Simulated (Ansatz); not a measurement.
**FH$_{3}$W···HF: density, localisation and related maps**

The calculation's input:

```
crystal:
  periodic: [false, false, false]
  atoms:
    - { symbol: W, position_ang: [0.0, 0.0, 0.0] }
    - { symbol: F, position_ang: [0.9293, 0.0, 1.8273] }
    - { symbol: H, position_ang: [1.7303, 0.0, 0.8322] }
    - { symbol: H, position_ang: [0.0, 1.72, 0.0] }
    - { symbol: F, position_ang: [-1.85, 0.0, 0.0] }
    - { symbol: H, position_ang: [0.0, -1.72, 0.0] }
    - { symbol: H, position_ang: [0.0, 0.0, -1.72] }
basis:
  gaussian: { orbitals: def2-SVP }
hamiltonian:
  xc: revpbe
  dispersion: d4
relax:
  f_tol: 0.15
  max_steps: 25
  restrain:
    - { distance: [1, 2], at: 0.92, k: 30.0 }
    - { distance: [0, 1], at: 3.05, k: 30.0 }
    - { distance: [0, 2], at: 2.92, k: 30.0 }
output:
  orbitals: {}
```

Launched as:

```sh
ansatz run input.yaml --threads 1 --pin off --max-ram 2048MiB --backend cpu --events-out ev --progress --plain --runs-dir out
```

The fields are those of the run's last geometry, not of the input's.

Core potentials replace the inner electrons of W.

Theory: RKS revPBE-D4/def2-SVP in Ansatz 0.2.0.

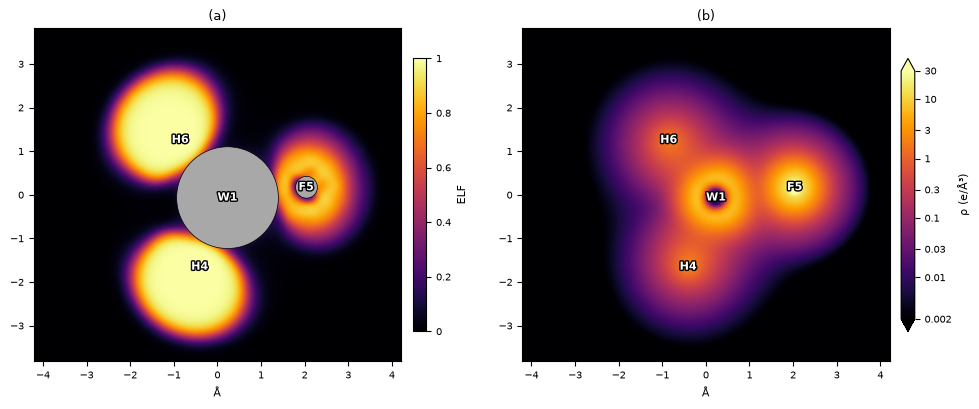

Figure 1. (a) ELF; (b) electron density on the plane of atoms H4, W1 and F5. Grey discs cover the atomic cores in the ELF map.

Q: What do the fields say about this system?

A: The plane passes through W, H and F nuclei. W–F (1.83 Å): ρ at the midpoint is about 1.1 e/Å³; the ELF peaks at about 0.85 in the valence shell of F, 0.5 Å from its nucleus, and drops to about 0.20 between the two atoms. W–H (1.71 Å): ρ at the midpoint is about 1.4 e/Å³; the ELF climbs to about 1 towards the hydrogen.

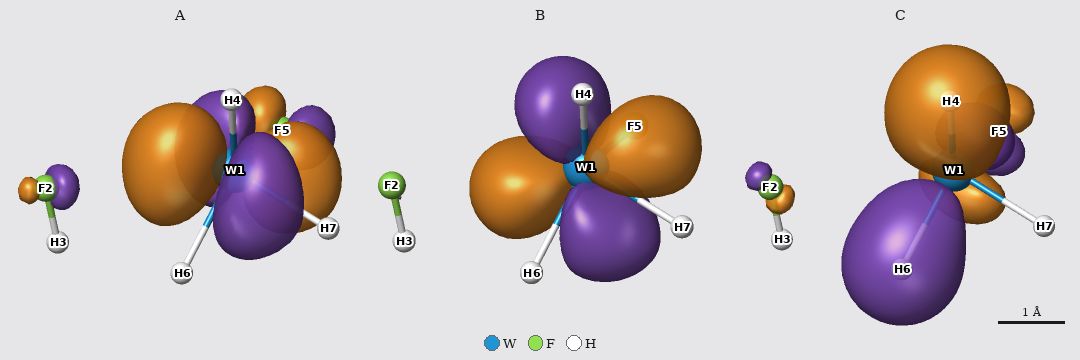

Figure 2. Three frontier orbitals at ±0.15 Å⁻³ᐟ² (orange and purple are the two phases), in no order.

Q: Order the three orbitals by energy and name them.

A: C is the HOMO−1 (−7.74 eV). By Hirshfeld shares it lies mainly on W1 (about 40 %), H4 (about 25 %), H6 (about 25 %) and F5 (about 5 %). B is the HOMO (−4.25 eV). It lies mainly on W1 (about 85 %). A is the LUMO (−4.04 eV). It lies mainly on W1 (about 80 %) and F5 (about 10 %).

Q: What is the HOMO–LUMO gap?

A: 0.21 eV between the orbital energies.

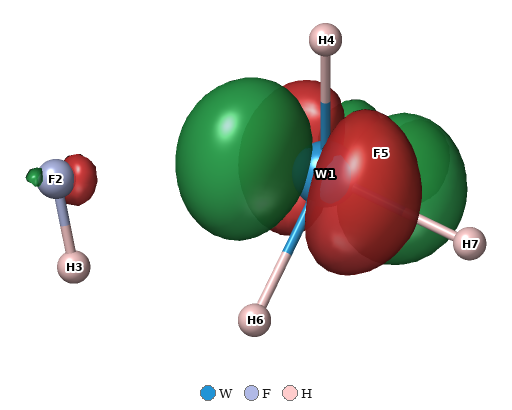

Figure 3. One frontier orbital at ±0.2 Å⁻³ᐟ² (green and red are the two phases), seen at a tilt.

Q: Which orbital is it: HOMO or LUMO?

A: The LUMO, at −4.04 eV. By Hirshfeld shares it lies mainly on W1 (about 80 %) and F5 (about 10 %).
